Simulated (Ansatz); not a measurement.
Fields on a plane of ZrS2 (CdI2 type)

```xyz
3
Lattice="3.6743 0.0000 0.0000 -1.8372 3.1820 0.0000 0.0000 0.0000 5.8603" Properties=species:S:1:pos:R:3 pbc="T T T"
Zr     0.0000     0.0000     0.0000
S      0.0000     2.1214     1.4425
S      1.8372     1.0607     4.4178
```

The slice is a (1 -1 0 0) plane (indices of the conventional cell) through the point (0.000, 0.000, 0.000) (fractional), spanned by u = [110] and v = [001] in vectors of this cell: u (3.67 Å) and v (5.86 Å, at 90° to u). It covers one period; positions are fractions (u, v).

Atoms on it: Zr at (0.00, 0.00).

Method: r2SCAN+rVV10 (plane waves to 500 eV, PAW, scalar-relativistic; Ansatz, a program for electronic structure). k mesh 10×10×6. These are valence fields of a PAW run, semicore shells included where kept as valence: close to a nucleus they are smooth pseudo fields. ZrS2 is run without spin polarisation. ZrS2 was relaxed with its symmetry unable to fall.

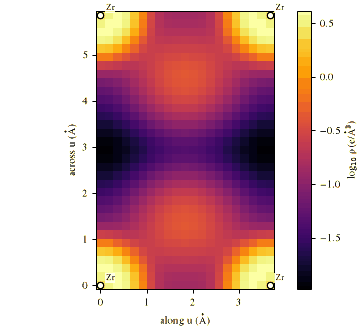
Fig. 1. Log₁₀ of the valence density in e/Å³, one period of the plane, atoms marked. The scale is logarithmic, as a density can span decades between atoms and voids.

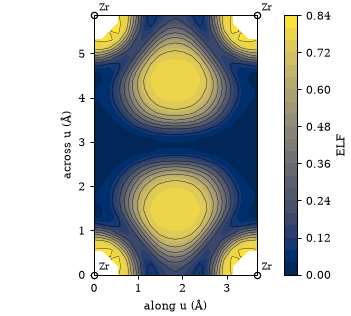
Electron localisation function (ELF), one period of the plane, atoms marked. Points within 0.5 Å of a nucleus are left white, as the pseudised field means little there.
